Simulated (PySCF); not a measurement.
Scan of H3 (cation, charge +1), singlet: collinear H-H-H surface. Scanned: first H-H distance and second H-H distance.

Computed with restricted LDA (SVWN5)/6-31G*, spherical d in PySCF.

Energy in eV above the lowest grid point; x is the first H-H distance (Å), y the second H-H distance (Å).

| y \ x | 0.63 | 0.68 | 0.73 | 0.81 | 0.86 | 0.92 | 1.03 | 1.10 | 1.19 | 1.36 | 1.52 | 1.75 | 2.15 |
|---|---|---|---|---|---|---|---|---|---|---|---|---|---|
| 2.15 | 2.721 | 2.388 | 2.194 | 2.082 | 2.096 | 2.168 | 2.398 | 2.580 | 2.830 | 3.304 | 3.717 | 4.226 | 4.870 |
| 1.75 | 2.332 | 1.987 | 1.781 | 1.651 | 1.655 | 1.715 | 1.925 | 2.095 | 2.329 | 2.776 | 3.164 | 3.638 | 4.226 |
| 1.52 | 1.986 | 1.632 | 1.419 | 1.277 | 1.273 | 1.326 | 1.523 | 1.684 | 1.910 | 2.339 | 2.711 | 3.164 | 3.717 |
| 1.38 | 1.724 | 1.366 | 1.148 | 1.000 | 0.992 | 1.041 | 1.229 | 1.386 | 1.606 | 2.025 | 2.388 | 2.827 | 3.358 |
| 1.25 | 1.449 | 1.089 | 0.868 | 0.715 | 0.705 | 0.750 | 0.932 | 1.085 | 1.299 | 1.709 | 2.063 | 2.489 | 2.999 |
| 1.09 | 1.092 | 0.732 | 0.511 | 0.356 | 0.344 | 0.386 | 0.563 | 0.711 | 0.920 | 1.318 | 1.660 | 2.069 | 2.553 |
| 1.01 | 0.925 | 0.567 | 0.347 | 0.194 | 0.182 | 0.224 | 0.399 | 0.546 | 0.752 | 1.144 | 1.481 | 1.881 | 2.350 |
| 0.93 | 0.788 | 0.433 | 0.217 | 0.067 | 0.056 | 0.099 | 0.274 | 0.420 | 0.624 | 1.010 | 1.340 | 1.730 | 2.185 |
| 0.86 | 0.716 | 0.366 | 0.154 | 0.008 | 0.000 | 0.045 | 0.220 | 0.366 | 0.568 | 0.950 | 1.273 | 1.655 | 2.096 |
| 0.81 | 0.710 | 0.364 | 0.155 | 0.015 | 0.008 | 0.055 | 0.232 | 0.378 | 0.579 | 0.957 | 1.277 | 1.651 | 2.082 |
| 0.75 | 0.779 | 0.439 | 0.235 | 0.101 | 0.098 | 0.148 | 0.328 | 0.474 | 0.675 | 1.049 | 1.363 | 1.729 | 2.146 |
| 0.67 | 1.070 | 0.739 | 0.544 | 0.421 | 0.424 | 0.479 | 0.665 | 0.813 | 1.014 | 1.384 | 1.690 | 2.043 | 2.442 |
| 0.63 | 1.342 | 1.017 | 0.826 | 0.710 | 0.716 | 0.774 | 0.965 | 1.114 | 1.316 | 1.684 | 1.986 | 2.332 | 2.721 |

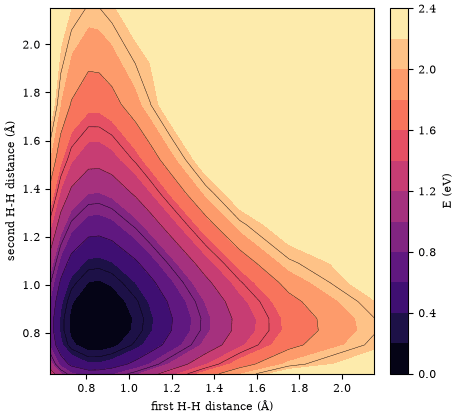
*Energy surface, cut off at 2 eV.*

Points that lie below all their neighbours on the grid: x = 0.86, y = 0.86 (0.000 eV).
